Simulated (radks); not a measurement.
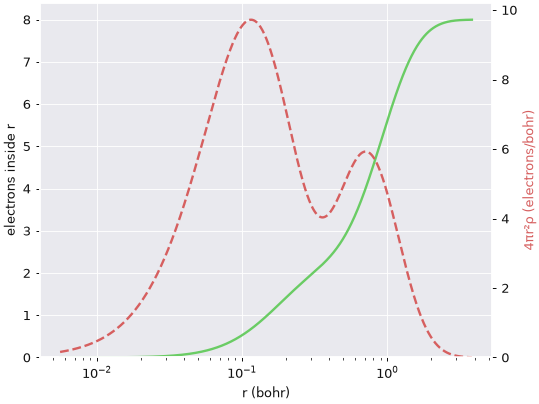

F⁺ (Z = 9, 8 electrons); electrons: [He] 2s2 2p4 (high spin). The calculation used the in-house radial solver radks at this level: non-relativistic Kohn-Sham, PBE, spin-polarised, spherical densities, point nucleus.

```
Z 9
configuration [He] 2s2 2p4
relativity non-relativistic
functional pbe,pbe
spin polarised
nucleus point
```

Launched within a batch that task.json describes:
```bash
python run_ks.py task.json out
```

The plot shows the number of electrons inside radius r (solid) and the radial density 4πr²ρ (dashed).

Question: Read the plot.

Answer: The count levels off at 8 electrons. Half of them lie within 0.710 bohr, 90 % within 1.50 bohr and 99 % within 2.44 bohr. The radial density has a minimum at 0.359 bohr, where the count stands at 2.2; this parts the shells that the density resolves.
